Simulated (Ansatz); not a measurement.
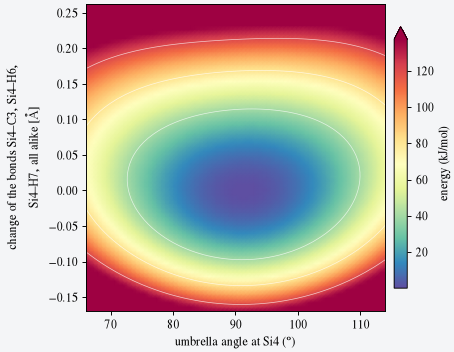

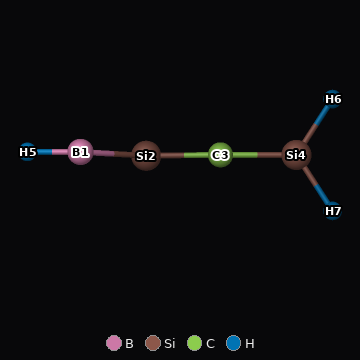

Energy landscape of CH3BSi2, SMILES B=[Si]=C=[SiH2]. 
- First axis: umbrella angle at Si4 (between each of its bonds and their common axis; 90 is planar). Second axis: change of the bonds Si4–C3, Si4–H6, Si4–H7, all alike.
- Nothing is relaxed (all other coordinates rigid).
- The grid has 15 × 15 points.
- Points are written as (first, second).
- Energies: kJ/mol, counted from the relaxed molecule at the same level.
- Computed with RKS PBE0-D4/def2-TZVP in Ansatz.

The picture shows a smooth colour map with a few white contour lines, one colour for all values above the top of the scale. Between grid points the surface is interpolated. The second picture is the structure at the lowest point.

> Summarise what can be read from the map.

The lowest grid point is at (90.0°, 0.015 Å), 1.1 kJ/mol from the relaxed molecule at the same level. No other kind of well shows on this grid. The highest grid point, (66.0°, −0.170 Å), lies 241 kJ/mol above the lowest. Round the minimum the two coordinates are nearly uncoupled.

The whole map (225 points run) took 13 min on 1 thread of Intel(R) Xeon(R) 6975P-C (Granite Rapids), with other jobs on the host.
